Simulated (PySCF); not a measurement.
```xyz
12

Si    2.1568    0.5669   -0.7522
N     1.0923   -0.7841   -0.5202
Si   -0.6432   -0.8721   -0.5351
Si   -1.5282    0.6093    0.9895
H     3.3108    0.3716    0.1223
H     1.3960    1.7850   -0.5113
H     1.5592   -1.6750   -0.5752
H    -1.1196   -0.6365   -1.9111
H    -0.9165   -2.2863   -0.2375
H    -1.1476    0.3361    2.3805
H    -2.9950    0.5749    0.9580
H    -1.1637    2.0095    0.7428
```

Geometry: GFN2-xTB.

Theory: PySCF, UKS B3LYP, pcH-1 on H N Si, non-relativistic, mean-field spin-orbit, GIAO.

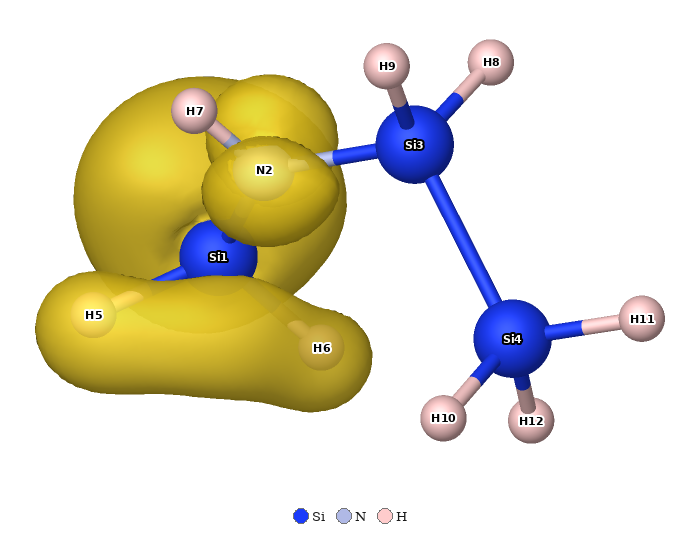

H₈NSi₃ (SMILES [SiH2]N[SiH2][SiH3]) (doublet). Isosurface of the spin density at +0.015 e/Å³ (yellow), seen at a tilt.

> Where is the unpaired spin?

The unpaired spin (1 electron) lies mostly on Si1 (about 0.7) and N2 (about 0.1), in electrons by Hirshfeld's partition.
